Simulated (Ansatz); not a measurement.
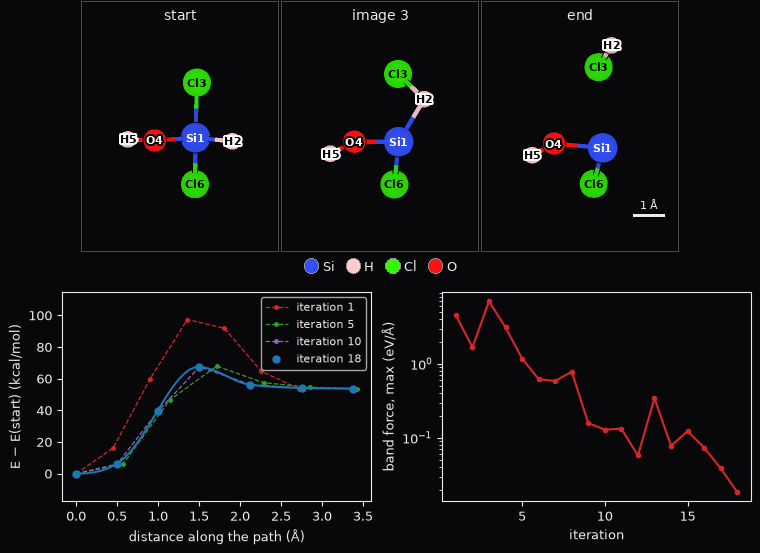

A nudged-elastic-band calculation for SiH$_{2}$OCl$_{2}$. Images are numbered from 0 (start) to 6 (end). The plot follows the band through its iterations. The picture is a ball-and-stick view, seen at a tilt.

The calculation used RKS PBE0-D4/def2-SVP in Ansatz. Run with 5 movable images; climbing image; force threshold 0.03 eV/Å; iteration limit 60; starting path by straight interpolation.

**Judge this run.**

The run is converged, with reservations. The band converged in 18 iterations. The largest component of the band force went from 4.5 to 0.019 eV/Å. The climbing image converged on the top of the path. Its curvatures weren't checked. The straight starting path can push atoms close together and costs iterations. The first iteration put the highest image at 97.4 kcal/mol. The highest point, image 3, lies 67.5 kcal/mol above the start and 13.7 kcal/mol above the end; the end is at +53.8 kcal/mol relative to the start.
